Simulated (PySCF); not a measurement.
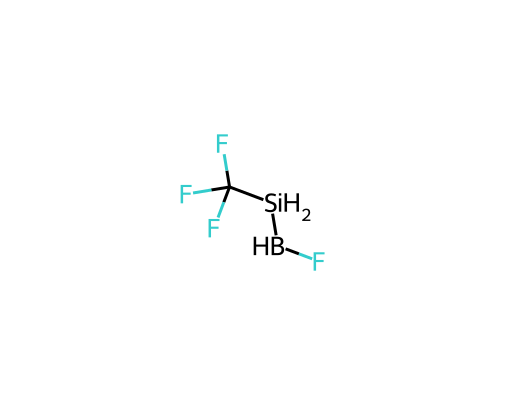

The computed structure is the end point of a GFN2-xTB optimisation. No frequency run is at hand to confirm it as a minimum. Level of theory: PBE0/pcSseg-1, gas phase (PySCF 2.14.0).

Predict the main results.

The species is CH3BF4Si (`FB[SiH2]C(F)(F)F`).
- dipole moment: 2.17 D
- HOMO energy (Kohn–Sham orbital): −9.04 eV
- LUMO energy (Kohn–Sham orbital): −2.39 eV
- HOMO–LUMO gap: 6.64 eV

The geometry is semi-empirical. Around B, Si such bond lengths and angles can be off by a tenth of an ångström or more and by several degrees, and values that hang on the shape move with them.
